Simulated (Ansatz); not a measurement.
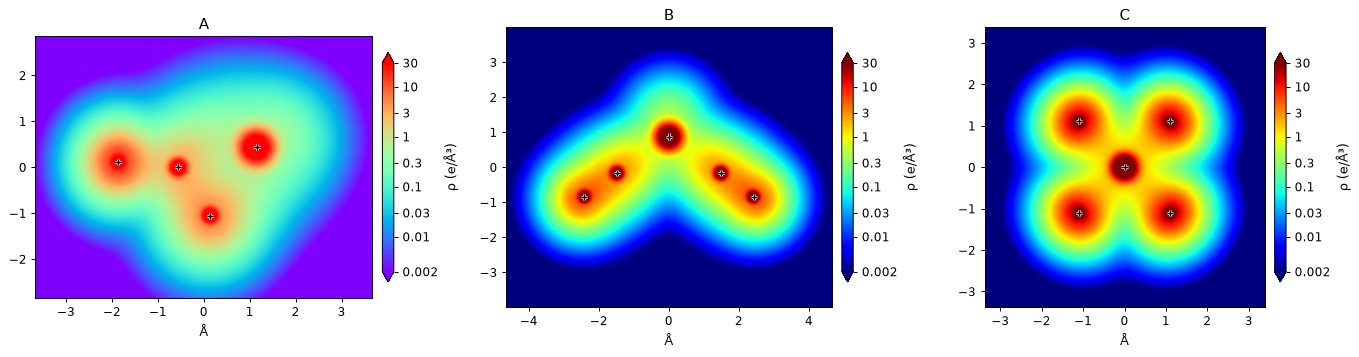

The total electron density of 3 systems, each on a plane through atoms (crosses mark nuclei in the plane).

All numbers below come from RKS PBE0-D4/def2-TZVPP in Ansatz 0.2.0.

System 1: C$_{2}$F$_{2}$N$_{2}$Si (SMILES N#C[Si](F)(F)C#N), the plane of atoms C2, Si3 and C6. Geometry: PBE0-D4/def2-TZVP.

```yaml
atoms:
  - { symbol: N, position_ang: [0.5587, -2.1172, 1.5872] }
  - { symbol: C, position_ang: [0.2744, -1.3548, 0.7737] }
  - { symbol: Si, position_ang: [-0.1696, -0.1262, -0.4971] }
  - { symbol: F, position_ang: [-1.6742, -0.3075, -0.8831] }
  - { symbol: F, position_ang: [0.7393, -0.3352, -1.7523] }
  - { symbol: C, position_ang: [0.0836, 1.5583, 0.1508] }
  - { symbol: N, position_ang: [0.2491, 2.6148, 0.5753] }
```

System 2: CH$_{2}$FNSi (SMILES FC1=N[SiH2]1), the plane of atoms F1, C2 and N3. Geometry: PBE0-D4/def2-TZVP.

```yaml
atoms:
  - { symbol: F, position_ang: [1.4231, -1.6083, 0.8515] }
  - { symbol: C, position_ang: [0.5130, -0.8154, 0.3336] }
  - { symbol: N, position_ang: [-0.6241, -1.1109, -0.1245] }
  - { symbol: Si, position_ang: [-0.2844, 0.6546, -0.2339] }
  - { symbol: H, position_ang: [0.0017, 1.2434, -1.5575] }
  - { symbol: H, position_ang: [-0.9873, 1.5727, 0.6846] }
```

System 3: SF$_{6}$, the plane of atoms F4, S2 and F5. Geometry: PBE0-D4/def2-TZVP.

```xyz
7

F    -0.5660   -1.3084    0.6461
S     0.0000    0.0000    0.0000
F     1.1646    0.0125    1.0456
F    -1.1646   -0.0125   -1.0456
F     0.5660    1.3084   -0.6461
F    -0.8793    0.8589    0.9690
F     0.8793   -0.8589   -0.9690
```

Q: Match each panel to its system.

A: Panel A is system 2, CH$_{2}$FNSi: the plane holds F, C, N and Si. C–N (1.26 Å): ρ at the midpoint is about 3 e/Å³. Panel B is system 1, C$_{2}$F$_{2}$N$_{2}$Si: the plane holds N, C and Si. C–N (1.15 Å): ρ at the midpoint is about 3.7 e/Å³. Panel C is system 3, SF$_{6}$: the plane holds F and S. S–F (1.57 Å): ρ at the midpoint is about 1.8 e/Å³.
